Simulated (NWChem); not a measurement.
# BNH3F3 (SMILES [NH3+][B-](F)(F)F): levels of theory compared

Wanted: a comparison of 6 runs (B3LYP/cc-pVDZ, BHLYP/cc-pVDZ, M06-L/cc-pVDZ, PBE0/cc-pVDZ, TPSS/cc-pVDZ, r2SCAN/cc-pVDZ) of BNH3F3. 

The calculation is run with NWChem 7.3.0.

## (1) The structure to begin with

BNH3F3: 8 atoms, total charge 0, spin state singlet. As SMILES, `[NH3+][B-](F)(F)F`. The N1–H7 distance was set to 1.827 Å, away from the relaxed value. At this shape a bond of the SMILES string is far longer than usual.

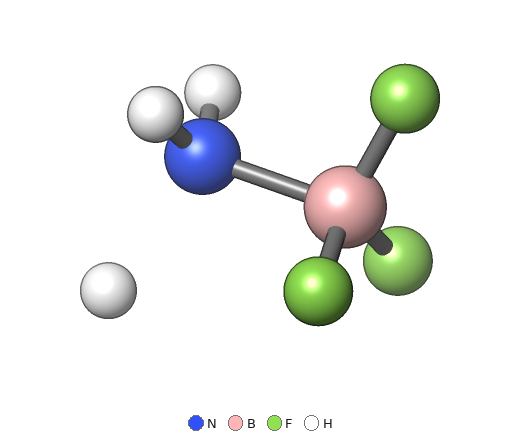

The structure, seen from a chosen angle (nitrogen blue, boron pink, fluorine green, hydrogen white).

## (2) The energy at B3LYP/cc-pVDZ (run 1)

calc.nw reads:

```
start calc
title "BF3H3N"
memory total 2200 mb
geometry units angstrom noautosym nocenter noautoz
N       -0.898177      -0.249988      -0.035060
B        0.135123      -0.158888      -1.348860
F        1.124723      -1.057988      -1.058860
F       -0.647777      -0.509688      -2.414660
F        0.547223       1.145712      -1.360160
H       -1.676677       0.389712      -0.158760
H       -0.006300       0.194600       1.496700
H       -1.260677      -1.193688       0.058540
end
basis spherical bse
N library cc-pVDZ
B library cc-pVDZ
F library cc-pVDZ
H library cc-pVDZ
end
dft
xc b3lyp
grid xfine
convergence energy 1e-08
iterations 100
mulliken
end
task dft
```

Started as:

```
$ nwchem calc.nw > calc.out
```

What it wrote:

```text
[...]
          Wavefunction type:  closed shell.
          No. of atoms     :     8
          No. of electrons :    42
[...]
          Charge           :     0
          Spin multiplicity:     1
[...]
          AO basis - number of functions:    85
[...]
              XC Information
              --------------
                         B3LYP Method XC Potential
                     Hartree-Fock (Exact) Exchange  0.200
                        Slater Exchange Functional  0.800 local
                    Becke 1988 Exchange Functional  0.720 non-local
              Lee-Yang-Parr Correlation Functional  0.810
                  VWN I RPA Correlation Functional  0.190 local
[...]
 d= 0,ls=0.0,diis     1   -380.8933295343 -5.69D+02  1.74D-02  1.05D+00     3.8
[...]
 d= 0,ls=0.0,diis    11   -381.0245444416 -2.70D-09  2.74D-07  2.33D-09    34.3
         Total DFT energy =     -381.024544441586
      One electron energy =     -904.433488489376
           Coulomb energy =      378.331952713757
    Exchange-Corr. energy =      -43.517284090880
 Nuclear repulsion energy =      188.594275424914
[...]
      Total Density - Mulliken Population Analysis
     ---------------------------------------------
    Atom       Charge   Shell Charges
 -----------   ------   -------------------------------------------------------
    1 N    7     7.07   2.01  0.79  0.67  2.32  1.27  0.01
    2 B    5     4.85   2.02  0.53  0.02  1.50  0.36  0.44
    3 F    9     9.20   2.01  0.89  0.96  3.37  1.97  0.00
    4 F    9     9.18   2.01  0.89  0.96  3.36  1.96  0.00
    5 F    9     9.20   2.01  0.89  0.96  3.37  1.97  0.00
    6 H    1     0.86   0.71  0.10  0.05
    7 H    1     0.79   0.44  0.34  0.01
    8 H    1     0.86   0.71  0.10  0.05
[...]
```

Wall time 35 s (1 thread of AMD EPYC 7R13 (Zen 3), shared host); peak memory 0.14 GiB.

## (3) A single-point energy at BHLYP/cc-pVDZ (run 2)

run.py reads:

```python
from ase import Atoms
from ase.calculators.nwchem import NWChem

atoms = Atoms(['N', 'B', 'F', 'F', 'F', 'H', 'H', 'H'], positions=[
    [-0.898177, -0.249988, -0.035060],
    [0.135123, -0.158888, -1.348860],
    [1.124723, -1.057988, -1.058860],
    [-0.647777, -0.509688, -2.414660],
    [0.547223, 1.145712, -1.360160],
    [-1.676677, 0.389712, -0.158760],
    [-0.006300, 0.194600, 1.496700],
    [-1.260677, -1.193688, 0.058540],
])

calc = NWChem(
    label='bf3h3n',
    theory='dft',
    memory='2200 mb',
    basis='cc-pVDZ',
    basispar='spherical bse',
    dft={'xc': 'bhlyp', 'mult': '1', 'grid': 'xfine', 'convergence': 'energy 1e-08', 'iterations': '100', 'mulliken': None},
    task='energy',
)
atoms.calc = calc

print("Total energy (eV):", round(atoms.get_potential_energy(), 6))
print("dipole (e A):", atoms.get_dipole_moment().round(4))
```

Started as:

```
$ export ASE_NWCHEM_COMMAND="nwchem PREFIX.nwi > PREFIX.nwo"
$ python run.py
```

What it wrote:

```text
Total energy (eV): -10363.772843
dipole (e A): [-0.7371 -0.0354  1.1534]
```

The calculator wrote bf3h3n.nwi:

```
title "bf3h3n"

permanent_dir bf3h3n

scratch_dir bf3h3n

start bf3h3n

geometry units angstrom nocenter noautosym noautoz
  N  -8.9817700000000000e-01 -2.4998799999999999e-01 -3.5060000000000001e-02
  B  1.3512299999999999e-01 -1.5888800000000000e-01 -1.3488599999999999e+00
  F  1.1247229999999999e+00 -1.0579879999999999e+00 -1.0588599999999999e+00
  F  -6.4777700000000005e-01 -5.0968800000000003e-01 -2.4146600000000000e+00
  F  5.4722300000000001e-01 1.1457120000000001e+00 -1.3601600000000000e+00
  H  -1.6766770000000000e+00 3.8971200000000000e-01 -1.5876000000000001e-01
  H  -6.3000000000000000e-03 1.9460000000000000e-01 1.4966999999999999e+00
  H  -1.2606770000000000e+00 -1.1936880000000001e+00 5.8540000000000002e-02
end

memory 2200 mb

basis spherical bse noprint
   * library cc-pVDZ
end

dft
  xc bhlyp
  mult 1
  grid xfine
  convergence energy 1e-08
  iterations 100
  mulliken
end

task dft energy
```

bf3h3n.nwo:

```text
Northwest Computational Chemistry Package (NWChem) 7.3.0
             --------------------------------------------------------

           Job information
           ---------------

    nwchem branch   = 7.3.0
    use scalapack   = T
    input           = bf3h3n.nwi
    prefix          = bf3h3n.
    data base       = bf3h3n/bf3h3n.db
    status          = startup
    nproc           =        1

           Memory information
           ------------------

    heap     =     72089598 doubles =      550.0 Mbytes
    stack    =     72089595 doubles =      550.0 Mbytes
    global   =    144179200 doubles =     1100.0 Mbytes (distinct from heap & stack)
    total    =    288358393 doubles =     2200.0 Mbytes
    verify   = yes
    hardfail = no

[... 103 lines left out ...]
  convergence criterion.
[... 18 lines left out ...]
          Convergence on density requested:  1.00D-05
[... 25 lines left out ...]
          Convergence Information
[... 61 lines left out ...]
   convergence    iter        energy       DeltaE   RMS-Dens  Diis-err    time
[... 19 lines left out ...]
           Coulomb energy =      378.463754105864
[... 7 lines left out ...]
                       DFT Final Molecular Orbital Analysis
[... 619 lines left out ...]
 center of mass
 --------------
 x =   0.12003733 y =  -0.30848248 z =  -2.35053270

 moments of inertia (a.u.)
 ------------------
         391.573533537739          -0.796963813596           6.116125258520
          -0.796963813596         397.393736155250          -1.558160970726
           6.116125258520          -1.558160970726         374.738695303974

     Multipole analysis of the density
     ---------------------------------

     L   x y z        total         alpha         beta         nuclear
     -   - - -        -----         -----         ----         -------
     0   0 0 0     -0.000000    -21.000000    -21.000000     42.000000

     1   1 0 0     -1.392849     -1.322153     -1.322153      1.251458
[... 8 lines of this table left out ...]
     2   0 0 2    -24.004320   -173.754745   -173.754745    323.505170

 Task  times  cpu:       24.3s     wall:       24.3s
 Total times  cpu:       24.3s     wall:       24.3s
```

Wall time 26 s (1 thread of AMD EPYC 7R13 (Zen 3), shared host); peak memory 0.14 GiB.

## (4) The energy at M06-L/cc-pVDZ (run 3)

bf3h3n.nw reads:

```
start bf3h3n
title "BF3H3N"
memory total 2200 mb
charge 0
geometry units angstrom noautosym nocenter noautoz
N       -0.898177      -0.249988      -0.035060
B        0.135123      -0.158888      -1.348860
F        1.124723      -1.057988      -1.058860
F       -0.647777      -0.509688      -2.414660
F        0.547223       1.145712      -1.360160
H       -1.676677       0.389712      -0.158760
H       -0.006300       0.194600       1.496700
H       -1.260677      -1.193688       0.058540
end
basis spherical bse
* library cc-pVDZ
end
dft
xc m06-l
mult 1
grid xfine
convergence energy 1e-08
iterations 100
mulliken
end
task dft energy
```

Started as:

```
$ nwchem bf3h3n.nw > bf3h3n.out
```

What it wrote:

```text
[...]
          Wavefunction type:  closed shell.
          No. of atoms     :     8
          No. of electrons :    42
[...]
          Charge           :     0
          Spin multiplicity:     1
[...]
          AO basis - number of functions:    85
[...]
              XC Information
              --------------
                        M06-L Method XC Functional
                         M06-L Exchange Functional  1.000
                       M06-L Correlation Potential  1.000
[...]
 d= 0,ls=0.0,diis     1   -380.8514725948 -5.69D+02  3.04D-02  9.51D-01     4.6
[...]
 d= 0,ls=0.0,diis    14   -380.9788709082 -6.23D-09  3.38D-07  1.11D-09    58.3
         Total DFT energy =     -380.978870908166
      One electron energy =     -904.389128579210
           Coulomb energy =      378.304807569816
    Exchange-Corr. energy =      -43.488825323685
 Nuclear repulsion energy =      188.594275424914
[...]
      Total Density - Mulliken Population Analysis
     ---------------------------------------------
    Atom       Charge   Shell Charges
 -----------   ------   -------------------------------------------------------
    1 N    7     7.15   2.01  0.81  0.70  2.29  1.34  0.01
    2 B    5     4.68   2.01  0.53 -0.02  1.47  0.25  0.43
    3 F    9     9.24   2.00  0.91  0.96  3.34  2.02  0.00
    4 F    9     9.22   2.00  0.92  0.96  3.33  2.01  0.00
    5 F    9     9.24   2.00  0.91  0.96  3.34  2.02  0.00
    6 H    1     0.84   0.71  0.07  0.06
    7 H    1     0.78   0.45  0.33  0.00
    8 H    1     0.84   0.71  0.07  0.06
[...]
```

Wall time 59 s (1 thread of AMD EPYC 7R13 (Zen 3), shared host); peak memory 0.14 GiB.

Runs 4 to 5 aren't shown in full; the table further down has their settings and results.

## (5) A single-point energy at r2SCAN/cc-pVDZ (run 6)

bf3h3n.nw reads:

```
start bf3h3n
title "BF3H3N energy"
memory 2200 mb

geometry noautosym nocenter noautoz
N     -0.898177    -0.249988    -0.035060
B      0.135123    -0.158888    -1.348860
F      1.124723    -1.057988    -1.058860
F     -0.647777    -0.509688    -2.414660
F      0.547223     1.145712    -1.360160
H     -1.676677     0.389712    -0.158760
H     -0.006300     0.194600     1.496700
H     -1.260677    -1.193688     0.058540
end

basis spherical bse
* library cc-pVDZ
end

dft
xc r2scan
grid xfine
convergence energy 1e-08
maxiter 100
mulliken
end

task dft energy
```

Started as:

```
$ nwchem bf3h3n.nw > bf3h3n.out
```

What it wrote:

```text
[...]
          Wavefunction type:  closed shell.
          No. of atoms     :     8
          No. of electrons :    42
[...]
          Charge           :     0
          Spin multiplicity:     1
[...]
          AO basis - number of functions:    85
[...]
              XC Information
              --------------
                      r^2SCAN Method XC Functional
               r^2SCAN metaGGA Exchange Functional  1.000
                     r^2SCAN Correlation Potential  1.000
[...]
 d= 0,ls=0.0,diis     1   -380.7269021549 -5.69D+02  3.04D-02  1.07D+00     4.3
[...]
 d= 0,ls=0.0,diis    14   -380.8565245765 -3.11D-10  2.00D-07  2.47D-10    55.2
         Total DFT energy =     -380.856524576531
      One electron energy =     -904.339950890628
           Coulomb energy =      378.225124452005
    Exchange-Corr. energy =      -43.335973562823
 Nuclear repulsion energy =      188.594275424914
[...]
      Total Density - Mulliken Population Analysis
     ---------------------------------------------
    Atom       Charge   Shell Charges
 -----------   ------   -------------------------------------------------------
    1 N    7     7.12   2.01  0.80  0.69  2.29  1.32  0.01
    2 B    5     4.79   2.01  0.53  0.00  1.48  0.32  0.45
    3 F    9     9.21   2.01  0.89  0.96  3.36  1.99  0.00
    4 F    9     9.19   2.01  0.90  0.96  3.35  1.97  0.00
    5 F    9     9.21   2.01  0.89  0.96  3.36  1.99  0.00
    6 H    1     0.85   0.70  0.09  0.06
    7 H    1     0.78   0.44  0.34  0.01
    8 H    1     0.85   0.70  0.09  0.06
[...]
```

Wall time 56 s (1 thread of AMD EPYC 7R13 (Zen 3), shared host); peak memory 0.14 GiB.

## (6) All runs side by side

| run | level | energy (Eh) | dipole moment (D) | HOMO energy (eV) | LUMO energy (eV) | wall time |
| --- | --- | --- | --- | --- | --- | --- |
| 1 | B3LYP/cc-pVDZ | -381.024544 | 6.24 | -9.26 | -4.80 | 35 s |
| 2 | BHLYP/cc-pVDZ | -380.861630 | 6.58 | -11.52 | -3.55 | 26 s |
| 3 | M06-L/cc-pVDZ | -380.978871 | 6.12 | -8.05 | -5.26 | 59 s |
| 4 | PBE0/cc-pVDZ | -380.638284 | 6.35 | -9.63 | -4.53 | 33 s |
| 5 | TPSS/cc-pVDZ | -381.058172 | 5.93 | -7.62 | -5.28 | 59 s |
| 6 | r2SCAN/cc-pVDZ | -380.856525 | 6.13 | -8.05 | -5.37 | 56 s |

## (7) Outcome

| quantity | value |
| --- | --- |
| run 6: total energy | -380.85652 Eh |
| run 6: dipole moment | 6.13 D |
| run 6: HOMO energy | -8.05 eV |
| run 6: LUMO energy | -5.37 eV |
| run 6: HOMO–LUMO gap | 2.68 eV |

The dipole moment (its size) runs from 5.93 D (TPSS/cc-pVDZ) to 6.58 D (BHLYP/cc-pVDZ). The HOMO–LUMO gap runs from 2.34 eV (TPSS/cc-pVDZ) to 7.97 eV (BHLYP/cc-pVDZ). Totals of different functionals can't be ranked against each other. All runs together took 4.5 min, the longest 59 s.
